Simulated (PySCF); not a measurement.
Ionisation energy of Zr²⁺ ([Kr] 4d² → [Kr] 4d). PySCF, def2-TZVPPD with a 28-electron core potential, unrestricted single determinants, no spin-orbit coupling. Methods marked “valence” freeze 8 core electrons.

The results, method by method:

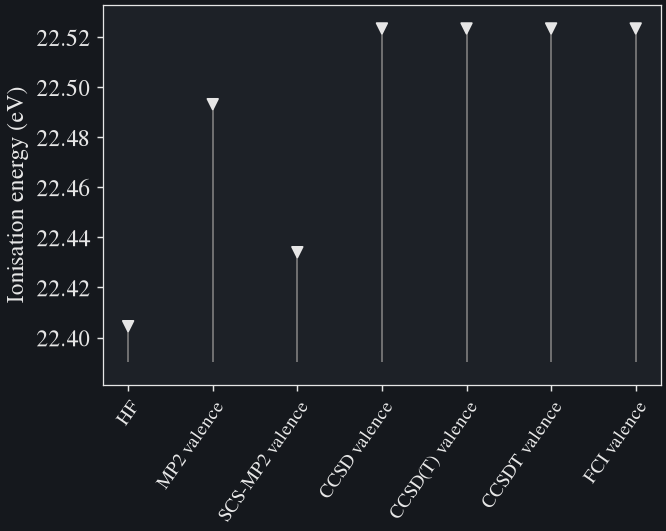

```
         Method  Ionisation energy (eV)
             HF                  22.405
    MP2 valence                  22.493
SCS-MP2 valence                  22.434
   CCSD valence                  22.523
CCSD(T) valence                  22.523
  CCSDT valence                  22.523
    FCI valence                  22.523
```

The values run from 22.405 eV (HF) to 22.523 eV (CCSD valence, CCSD(T) valence, CCSDT valence and FCI valence). The NIST semi-empirical value is 23.170 ± 0.004 eV, off the plot; all methods lie below it by about 0.68 eV, far more than they differ, so the miss comes from what they share: spin-orbit coupling is left out, as are Breit and QED terms.

Limits of the model: spin-orbit shift not estimated.
